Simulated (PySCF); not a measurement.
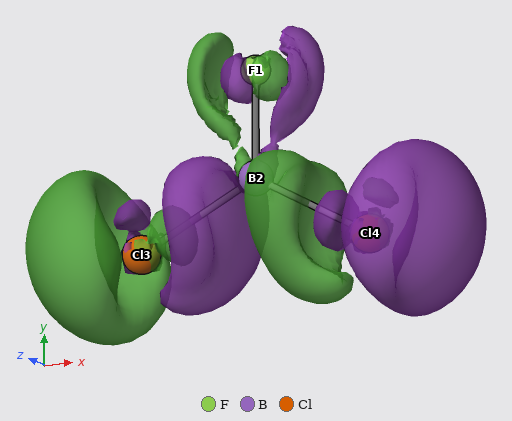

Figure. BCl2F, SMILES `FB(Cl)Cl`. Change of the electron density in a uniform field of 0.21 V/Å, surfaces at ±0.002 e/Å³ (purple: gain, green: loss).

Method: PBE0/def2-TZVP; geometry: GFN2-xTB; program: PySCF. No frequency check shows the geometry to be a minimum. A basis without diffuse functions makes polarisabilities too small. GFN2-xTB bond lengths at metals and heavier atoms can be off by up to 0.1 Å and shapes distorted, which carries into these values.

The field was applied in both directions; the picture shows the one opposite to the script's first.

**Along which Cartesian direction does the field point?**

Along −x: electrons gather on the +x side, against the field.

**What dipole is induced, and what polarisability does it imply?**

The induced dipole is 0.48 D (along the field); α along this axis, from the fields in both directions, is 48 bohr³ (7.0 Å³).
